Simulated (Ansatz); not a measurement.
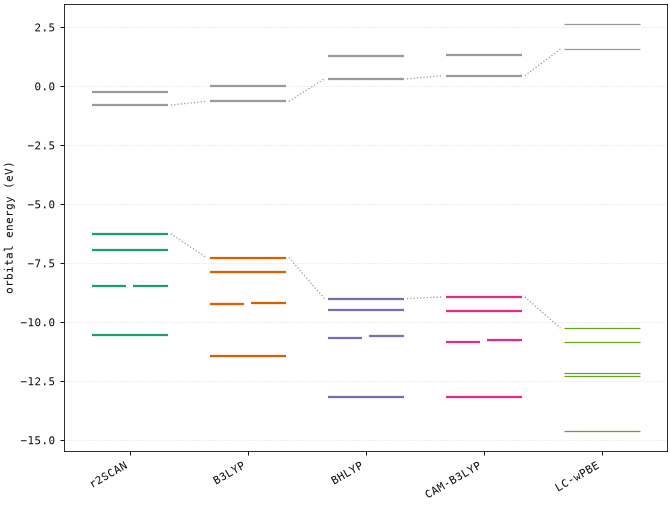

Frontier orbital energies of CH₆OSn, SMILES C[O][SnH3], singlet at one geometry, def2-TZVPP, the Ansatz code 0.2.0, at a PBE0-D4/def2-TZVP geometry (a minimum by its frequencies). Empty levels are grey, levels within 0.1 eV stand side by side; all columns show the same few orbitals around the gap. Dotted lines join the HOMOs and the LUMOs.

**How do the frontier levels move from column to column?**

The separation grows from 5.46 eV (r2SCAN) to 11.82 eV (LC-wPBE).

```
    level  HOMO (eV)  LUMO (eV)  separation (eV)
   r2SCAN      −6.26      −0.80             5.46
    B3LYP      −7.27      −0.65             6.62
    BHLYP      −9.00       0.31             9.31
CAM-B3LYP      −8.94       0.45             9.38
  LC-wPBE     −10.26       1.56            11.82
```

Limits of at least one run: core potentials past krypton; empty levels above zero depend strongly on the basis; spin-orbit coupling is left out, and with Sn it can shift these levels and split any degenerate set.
